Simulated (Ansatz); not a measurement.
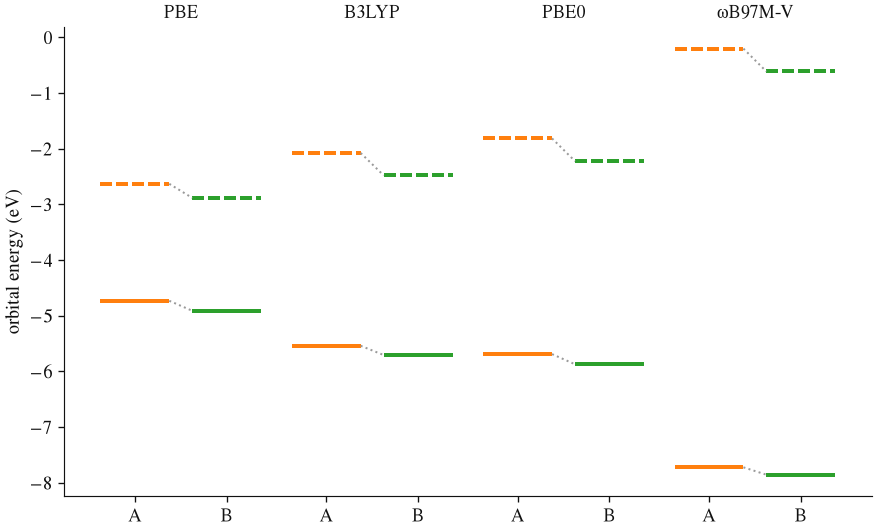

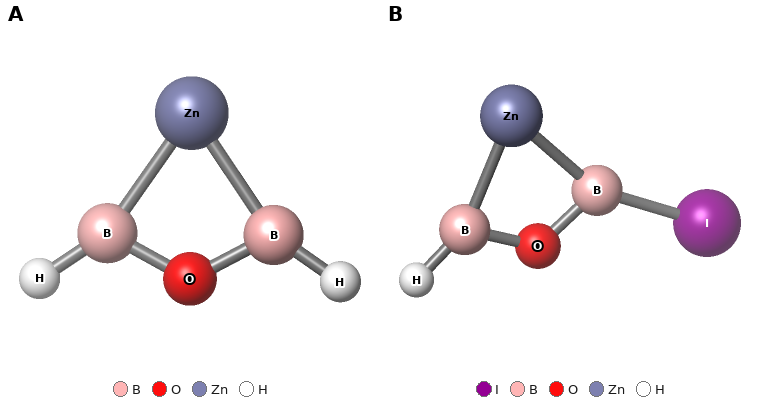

One change: A, ZnB₂H₂O (SMILES [BH]1O[BH][Zn]1), becomes B, ZnB₂HOI (SMILES I[B]1O[BH][Zn]1). H on B is replaced by I. HOMO (solid) and LUMO (dashed) computed in def2-TZVPP at PBE0-D4/def2-TZVP geometries, both minima by their frequencies, gas phase, the Ansatz code 0.2.0.

What does the change do to HOMO and LUMO?

Answer. PBE: the HOMO falls by 0.18 eV, the LUMO falls by 0.25 eV, and the separation goes from 2.10 to 2.03 eV. B3LYP: the HOMO falls by 0.17 eV, the LUMO falls by 0.40 eV, and the separation goes from 3.46 to 3.23 eV. PBE0: the HOMO falls by 0.18 eV, the LUMO falls by 0.41 eV, and the separation goes from 3.87 to 3.65 eV. ωB97M-V: the HOMO falls by 0.13 eV, the LUMO falls by 0.41 eV, and the separation goes from 7.52 to 7.24 eV.

Do the functionals agree on the effect?

Answer. They agree on the direction for both levels; the HOMO shift lies between −0.18 and −0.13 eV and the LUMO shift between −0.41 and −0.25 eV, while the separations themselves differ by up to 5.4 eV between functionals.

Note: core potentials past krypton; spin-orbit coupling is left out, and with I it can shift these values.
